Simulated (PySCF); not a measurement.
# Geometry relaxation, with input and output: CH$_{3}$BrSi (part 1 of 3)

CH$_{3}$BrSi, computed with HF/LANL2DZ, RHF, core potentials lanl2dz, COSMO solvent ethanol (PySCF 2.14.0).

The atoms were displaced at random from an optimised geometry. Figures and captions count atoms from 1; the log counts them from 0 in places.

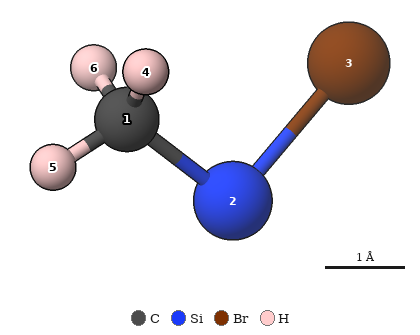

The structure as given in the input (ball-and-stick view, seen at a tilt; atoms are numbered from 1 in the order of the input).

Input (calc.py)
```python
# C[Si]Br
from pyscf import gto, scf, solvent
from pyscf.geomopt.geometric_solver import kernel as optimise

system = gto.M(
    atom=[
    ('C', (-0.401334, 0.446825, -0.164047)),
    ('Si', (-0.026005, -0.762062, 1.223380)),
    ('Br', (2.070821, -1.524775, 0.456798)),
    ('H', (0.263535, 1.230898, -0.350077)),
    ('H', (-1.468335, 0.858898, -0.116381)),
    ('H', (-0.492245, -0.159583, -1.103664)),
],
    max_memory=1860,
    verbose=3,
    basis='lanl2dz',
    ecp={'Si': 'lanl2dz', 'Br': 'lanl2dz'},
)

mf = scf.RHF(system)
mf = mf.PCM()
mf.with_solvent.method = 'COSMO'
mf.with_solvent.eps = 24.852
converged, mol_eq = optimise(mf, maxsteps=100, convergence_set='GAU_TIGHT')
print('converged:', converged)
print(mol_eq.tostring())

mf.reset(mol_eq)
system = mol_eq
mf.kernel()
e_final = mf.e_tot
print('E(%s) = %.9f' % ('HF', e_final))
```

Launched with:
```bash
OMP_NUM_THREADS=1 python calc.py
```

Output
```
#|     Arguments passed to driver run_optimizer():      |#
convergence_set           GAU_TIGHT
customengine              <pyscf.geomopt.geometric_solver.PySCFEngine object>
maxiter                   100
----------------------------------------------------------
Custom engine selected.
Bonds will be generated from interatomic distances less than 1.20 times sum of covalent radii
18 internal coordinates being used (instead of 18 Cartesians)
Internal coordinate system (atoms numbered from 1):
Distance 1-2
Distance 1-4
Distance 1-5
Distance 1-6
Distance 2-3
Angle 2-1-4
Angle 2-1-5
Angle 2-1-6
Angle 4-1-5
Angle 4-1-6
Angle 5-1-6
Angle 1-2-3
Dihedral 4-1-2-3
Dihedral 5-1-2-3
Dihedral 6-1-2-3
Translation-X 1-6
Translation-Y 1-6
Translation-Z 1-6
Rotation-A 1-6
Rotation-B 1-6
Rotation-C 1-6
<class 'geometric.internal.Distance'> : 5
<class 'geometric.internal.Angle'> : 7
<class 'geometric.internal.Dihedral'> : 3
<class 'geometric.internal.TranslationX'> : 1
<class 'geometric.internal.TranslationY'> : 1
<class 'geometric.internal.TranslationZ'> : 1
<class 'geometric.internal.RotationA'> : 1
<class 'geometric.internal.RotationB'> : 1
<class 'geometric.internal.RotationC'> : 1
> ===== Optimization Info: ====
> Job type: Energy minimization
> Maximum number of optimization cycles: 100
> Initial / maximum trust radius (Angstrom): 0.100 / 0.300
> Convergence Criteria:
> Will converge when all 5 criteria are reached:
>  |Delta-E| < 1.00e-06
>  RMS-Grad  < 1.00e-05
>  Max-Grad  < 1.50e-05
>  RMS-Disp  < 4.00e-05
>  Max-Disp  < 6.00e-05
> === End Optimization Info ===

Geometry optimization cycle 1
Cartesian coordinates (Angstrom)
 Atom        New coordinates             dX        dY        dZ
   C  -0.401334   0.446825  -0.164047    0.000000  0.000000  0.000000
  Si  -0.026005  -0.762062   1.223380    0.000000  0.000000  0.000000
  Br   2.070821  -1.524775   0.456798    0.000000  0.000000  0.000000
   H   0.263535   1.230898  -0.350077    0.000000  0.000000  0.000000
   H  -1.468335   0.858898  -0.116381    0.000000  0.000000  0.000000
   H  -0.492245  -0.159583  -1.103664    0.000000  0.000000  0.000000

WARN: Mole.unit (angstrom) is changed to Bohr

WARN: PCM is an experimental feature. It is still in testing.
Features and APIs may be changed in the future.

converged SCF energy = -56.2765887416543
--------------- PCMRHF_Scanner (+PCM) gradients ---------------
         x                y                z
0 C     0.0683156627     0.0231277417     0.0273601691
1 Si     0.0164419689    -0.0069569651    -0.0101229381
2 Br    -0.0176405031     0.0056587733     0.0056546241
3 H    -0.0220695339    -0.0209674710     0.0018495707
4 H    -0.0342586351     0.0077112156    -0.0111224228
5 H    -0.0107889596    -0.0085732946    -0.0136190030
----------------------------------------------
cycle 1: E = -56.2765887417  dE = -56.2766  norm(grad) = 0.0970011
Step    0 : Gradient = 3.960e-02/7.714e-02 (rms/max) Energy = -56.2765887417
Hessian Eigenvalues: 2.30000e-02 5.00000e-02 5.00000e-02 ... 2.91767e-01 3.13622e-01 4.06178e-01

Geometry optimization cycle 2
Cartesian coordinates (Angstrom)
 Atom        New coordinates             dX        dY        dZ
   C  -0.449984   0.424607  -0.205656   -0.048650 -0.022218 -0.041609
  Si  -0.074505  -0.759816   1.211846   -0.048500  0.002246 -0.011534
  Br   2.128040  -1.513669   0.481479    0.057219  0.011106  0.024681
   H   0.279987   1.211766  -0.355534    0.016452 -0.019132 -0.005457
   H  -1.421360   0.877659  -0.052703    0.046975  0.018761  0.063678
   H  -0.515741  -0.150346  -1.133424   -0.023496  0.009237 -0.029760

WARN: PCM is an experimental feature. It is still in testing.
Features and APIs may be changed in the future.

converged SCF energy = -56.2851971142464
--------------- PCMRHF_Scanner (+PCM) gradients ---------------
         x                y                z
0 C     0.0051280506     0.0030388680     0.0077643993
1 Si     0.0040284338    -0.0021186564    -0.0041253657
2 Br    -0.0053244853     0.0013792775     0.0019882474
3 H    -0.0021769418     0.0015697902    -0.0015986736
4 H     0.0007269367    -0.0014882117    -0.0023248378
5 H    -0.0023819940    -0.0023810676    -0.0017037695
----------------------------------------------
cycle 2: E = -56.2851971142  dE = -0.00860837  norm(grad) = 0.014139
Step    1 : Displace = 5.758e-02/8.133e-02 (rms/max) Trust = 1.000e-01 (=) Grad = 5.772e-03/9.789e-03 (rms/max) E (change) = -56.2851971142 (-8.608e-03) Quality = 1.148
Hessian Eigenvalues: 2.28168e-02 4.99995e-02 5.00000e-02 ... 3.09807e-01 3.13623e-01 4.18987e-01

Geometry optimization cycle 3
Cartesian coordinates (Angstrom)
 Atom        New coordinates             dX        dY        dZ
   C  -0.467084   0.414263  -0.217288   -0.017100 -0.010344 -0.011632
  Si  -0.088509  -0.754247   1.218444   -0.014004  0.005568  0.006598
  Br   2.149108  -1.498393   0.477716    0.021068  0.015277 -0.003763
   H   0.295927   1.176566  -0.342835    0.015940 -0.035199  0.012699
   H  -1.420772   0.897777  -0.043199    0.000588  0.020118  0.009504
   H  -0.522233  -0.145766  -1.146829   -0.006492  0.004580 -0.013405

WARN: PCM is an experimental feature. It is still in testing.
Features and APIs may be changed in the future.

converged SCF energy = -56.2857972258091
--------------- PCMRHF_Scanner (+PCM) gradients ---------------
         x                y                z
0 C    -0.0003348866     0.0002289461    -0.0000560808
1 Si     0.0012094239    -0.0006222643    -0.0014798719
2 Br    -0.0015407658     0.0003762090     0.0007999693
3 H    -0.0001564642     0.0005608804    -0.0005799692
4 H     0.0004869837    -0.0002262067     0.0005142730
5 H     0.0003357089    -0.0003175646     0.0008016797
----------------------------------------------
cycle 3: E = -56.2857972258  dE = -0.000600112  norm(grad) = 0.00307369
Step    2 : Displace = 2.545e-02/4.095e-02 (rms/max) Trust = 1.414e-01 (+) Grad = 1.255e-03/2.010e-03 (rms/max) E (change) = -56.2857972258 (-6.001e-04) Quality = 1.181
Hessian Eigenvalues: 2.30803e-02 4.99753e-02 5.00000e-02 ... 3.10975e-01 3.16808e-01 4.18637e-01

Geometry optimization cycle 4
Cartesian coordinates (Angstrom)
 Atom        New coordinates             dX        dY        dZ
   C  -0.470839   0.410578  -0.217506   -0.003754 -0.003686 -0.000218
  Si  -0.091075  -0.749608   1.226950   -0.002566  0.004639  0.008506
  Br   2.154209  -1.493914   0.469760    0.005101  0.004478 -0.007956
   H   0.300212   1.166198  -0.334521    0.004285 -0.010368  0.008313
   H  -1.421822   0.901685  -0.048329   -0.001050  0.003908 -0.005130
   H  -0.524248  -0.144738  -1.150345   -0.002015  0.001028 -0.003516

WARN: PCM is an experimental feature. It is still in testing.
Features and APIs may be changed in the future.

converged SCF energy = -56.2858523960781
--------------- PCMRHF_Scanner (+PCM) gradients ---------------
         x                y                z
0 C    -0.0005370488     0.0002942568    -0.0003657157
1 Si     0.0003305554    -0.0003478681    -0.0001084316
2 Br    -0.0003072151     0.0001345008     0.0002541103
3 H     0.0001071957     0.0000289358    -0.0001166039
4 H     0.0002669445    -0.0000301140     0.0002776730
5 H     0.0001395683    -0.0000797113     0.0000589679
----------------------------------------------
cycle 4: E = -56.2858523961  dE = -5.51703e-05  norm(grad) = 0.00106411
Step    3 : Displace = 9.003e-03/1.446e-02 (rms/max) Trust = 2.000e-01 (+) Grad = 4.344e-04/7.133e-04 (rms/max) E (change) = -56.2858523961 (-5.517e-05) Quality = 1.170
Hessian Eigenvalues: 2.24342e-02 4.96072e-02 5.00000e-02 ... 3.09731e-01 3.16911e-01 4.17565e-01

Geometry optimization cycle 5
Cartesian coordinates (Angstrom)
 Atom        New coordinates             dX        dY        dZ
   C  -0.471032   0.410015  -0.216207   -0.000193 -0.000562  0.001299
  Si  -0.089878  -0.745298   1.231102    0.001198  0.004310  0.004152
  Br   2.153669  -1.495411   0.463524   -0.000540 -0.001497 -0.006236
   H   0.298884   1.166985  -0.331264   -0.001328  0.000787  0.003257
   H  -1.424137   0.899585  -0.052213   -0.002314 -0.002100 -0.003884
   H  -0.521071  -0.145675  -1.148933    0.003178 -0.000937  0.001412

WARN: PCM is an experimental feature. It is still in testing.
Features and APIs may be changed in the future.

converged SCF energy = -56.2858592677679
--------------- PCMRHF_Scanner (+PCM) gradients ---------------
         x                y                z
0 C    -0.0000239608     0.0001212663    -0.0001422478
1 Si     0.0000160207    -0.0001613243     0.0000244442
2 Br    -0.0000053149     0.0000725185     0.0000755878
3 H     0.0000774307    -0.0000965133    -0.0000243707
4 H    -0.0000207006     0.0000504766     0.0000459106
5 H    -0.0000434751     0.0000135763     0.0000206760
----------------------------------------------
cycle 5: E = -56.2858592678  dE = -6.87169e-06  norm(grad) = 0.000311263
Step    4 : Displace = 4.583e-03/5.764e-03 (rms/max) Trust = 2.828e-01 (+) Grad = 1.271e-04/1.885e-04 (rms/max) E (change) = -56.2858592678 (-6.872e-06) Quality = 1.385
Hessian Eigenvalues: 1.06991e-02 4.89610e-02 5.00000e-02 ... 3.16518e-01 3.17071e-01 4.20491e-01

Geometry optimization cycle 6
Cartesian coordinates (Angstrom)
 Atom        New coordinates             dX        dY        dZ
   C  -0.471014   0.410007  -0.214792    0.000018 -0.000009  0.001415
  Si  -0.086402  -0.739159   1.235693    0.003475  0.006140  0.004591
  Br   2.151826  -1.499839   0.456095   -0.001843 -0.004427 -0.007428
   H   0.294720   1.171407  -0.328321   -0.004164  0.004422  0.002944
   H  -1.427442   0.894769  -0.055567   -0.003305 -0.004816 -0.003354
   H  -0.515252  -0.146985  -1.147100    0.005819 -0.001310  0.001833

WARN: PCM is an experimental feature. It is still in testing.
Features and APIs may be changed in the future.

converged SCF energy = -56.2858637620898
--------------- PCMRHF_Scanner (+PCM) gradients ---------------
         x                y                z
0 C     0.0002813135     0.0000946728     0.0001782624
1 Si    -0.0002206235    -0.0000058319     0.0000362455
2 Br     0.0001769548     0.0000137127    -0.0000443053
3 H    -0.0000189606    -0.0001269161     0.0000080437
4 H    -0.0000730905     0.0000463085    -0.0001092770
5 H    -0.0001455937    -0.0000219459    -0.0000689693
----------------------------------------------
cycle 6: E = -56.2858637621  dE = -4.49432e-06  norm(grad) = 0.000515519
Step    5 : Displace = 6.679e-03/8.211e-03 (rms/max) Trust = 3.000e-01 (+) Grad = 2.105e-04/3.462e-04 (rms/max) E (change) = -56.2858637621 (-4.494e-06) Quality = 1.452
Hessian Eigenvalues: 4.56030e-03 4.88012e-02 5.00000e-02 ... 3.16397e-01 3.22062e-01 4.24905e-01

Geometry optimization cycle 7
Cartesian coordinates (Angstrom)
 Atom        New coordinates             dX        dY        dZ
   C  -0.471145   0.410267  -0.213454   -0.000131  0.000261  0.001339
  Si  -0.080148  -0.730963   1.241061    0.006254  0.008196  0.005368
  Br   2.148912  -1.506919   0.447094   -0.002913 -0.007081 -0.009001
   H   0.287972   1.178721  -0.325286   -0.006748  0.007314  0.003034
   H  -1.432184   0.887244  -0.058307   -0.004742 -0.007525 -0.002741
   H  -0.506971  -0.148150  -1.145099    0.008281 -0.001166  0.002001

WARN: PCM is an experimental feature. It is still in testing.
Features and APIs may be changed in the future.

converged SCF energy = -56.2858677266097
--------------- PCMRHF_Scanner (+PCM) gradients ---------------
         x                y                z
0 C     0.0004009121     0.0000377959     0.0003159395
1 Si    -0.0003389795     0.0000957250     0.0000124122
2 Br     0.0002566807    -0.0000424787    -0.0001073568
3 H    -0.0000781808    -0.0000889434    -0.0000045358
4 H    -0.0000992479     0.0000411756    -0.0001544978
5 H    -0.0001411845    -0.0000432744    -0.0000619612
----------------------------------------------
cycle 7: E = -56.2858677266  dE = -3.96452e-06  norm(grad) = 0.000735201
Step    6 : Displace = 9.266e-03/1.138e-02 (rms/max) Trust = 3.000e-01 (=) Grad = 3.001e-04/5.118e-04 (rms/max) E (change) = -56.2858677266 (-3.965e-06) Quality = 1.405
Hessian Eigenvalues: 2.94286e-03 4.86917e-02 5.00000e-02 ... 3.15314e-01 3.19312e-01 4.20918e-01

Geometry optimization cycle 8
Cartesian coordinates (Angstrom)
 Atom        New coordinates             dX        dY        dZ
   C  -0.471495   0.410465  -0.212778   -0.000351  0.000198  0.000676
  Si  -0.073542  -0.724248   1.245029    0.006607  0.006714  0.003968
  Br   2.146272  -1.513083   0.440056   -0.002640 -0.006164 -0.007039
   H   0.281661   1.185313  -0.323075   -0.006311  0.006592  0.002211
   H  -1.436217   0.880233  -0.059107   -0.004033 -0.007011 -0.000800
   H  -0.500242  -0.148480  -1.144116    0.006729 -0.000329  0.000983

WARN: PCM is an experimental feature. It is still in testing.
Features and APIs may be changed in the future.

converged SCF energy = -56.2858702011794
--------------- PCMRHF_Scanner (+PCM) gradients ---------------
         x                y                z
0 C     0.0002501450     0.0000214470     0.0002342318
1 Si    -0.0002650361     0.0000972444    -0.0000028094
2 Br     0.0001871438    -0.0000557188    -0.0000844378
3 H    -0.0000722091    -0.0000241892    -0.0000210511
4 H    -0.0000373329     0.0000115313    -0.0000907961
5 H    -0.0000627107    -0.0000503146    -0.0000351374
----------------------------------------------
cycle 8: E = -56.2858702012  dE = -2.47457e-06  norm(grad) = 0.000516309
Step    7 : Displace = 7.847e-03/9.618e-03 (rms/max) Trust = 3.000e-01 (=) Grad = 2.108e-04/3.434e-04 (rms/max) E (change) = -56.2858702012 (-2.475e-06) Quality = 1.332
Hessian Eigenvalues: 2.80562e-03 4.82518e-02 4.99952e-02 ... 3.13908e-01 3.18121e-01 4.17156e-01

Geometry optimization cycle 9
Cartesian coordinates (Angstrom)
 Atom        New coordinates             dX        dY        dZ
   C  -0.471893   0.410420  -0.212699   -0.000398 -0.000045  0.000078
  Si  -0.069857  -0.721955   1.246205    0.003685  0.002293  0.001176
  Br   2.145361  -1.515221   0.437207   -0.000911 -0.002138 -0.002849
   H   0.278876   1.187920  -0.322214   -0.002785  0.002607  0.000861
   H  -1.437929   0.877121  -0.058300   -0.001712 -0.003113  0.000807
   H  -0.498121  -0.148084  -1.144190    0.002122  0.000395 -0.000073

WARN: PCM is an experimental feature. It is still in testing.
Features and APIs may be changed in the future.

converged SCF energy = -56.2858710439123
--------------- PCMRHF_Scanner (+PCM) gradients ---------------
         x                y                z
0 C     0.0000650647     0.0000056699     0.0000585857
1 Si    -0.0000980244     0.0000382423    -0.0000028870
2 Br     0.0000613019    -0.0000316207    -0.0000202847
3 H    -0.0000270978     0.0000095279    -0.0000196531
4 H    -0.0000015005     0.0000010565    -0.0000167133
5 H     0.0000002561    -0.0000228758     0.0000009524
----------------------------------------------
cycle 9: E = -56.2858710439  dE = -8.42733e-07  norm(grad) = 0.000161137
Step    8 : Displace = 3.034e-03/3.732e-03 (rms/max) Trust = 3.000e-01 (=) Grad = 6.578e-05/1.053e-04 (rms/max) E (change) = -56.2858710439 (-8.427e-07) Quality = 1.234
Hessian Eigenvalues: 3.08313e-03 4.23012e-02 4.97835e-02 ... 3.14498e-01 3.17979e-01 4.17299e-01

Geometry optimization cycle 10
Cartesian coordinates (Angstrom)
 Atom        New coordinates             dX        dY        dZ
   C  -0.472141   0.410272  -0.212653   -0.000247 -0.000148  0.000047
  Si  -0.068918  -0.722268   1.245995    0.000938 -0.000313 -0.000210
  Br   2.145616  -1.514754   0.436452    0.000255  0.000467 -0.000755
   H   0.278590   1.187888  -0.321995   -0.000285 -0.000032  0.000218
   H  -1.438109   0.876781  -0.057387   -0.000180 -0.000340  0.000914
   H  -0.498602  -0.147718  -1.144404   -0.000481  0.000366 -0.000214

WARN: PCM is an experimental feature. It is still in testing.
Features and APIs may be changed in the future.

converged SCF energy = -56.2858711930198
--------------- PCMRHF_Scanner (+PCM) gradients ---------------
         x                y                z
0 C    -0.0000086828    -0.0000005186    -0.0000134176
1 Si    -0.0000112412     0.0000101837     0.0000039334
2 Br    -0.0000015643    -0.0000108546     0.0000095597
3 H     0.0000004811     0.0000075625    -0.0000071354
4 H     0.0000089846    -0.0000014417     0.0000032197
5 H     0.0000120226    -0.0000049313     0.0000038402
```
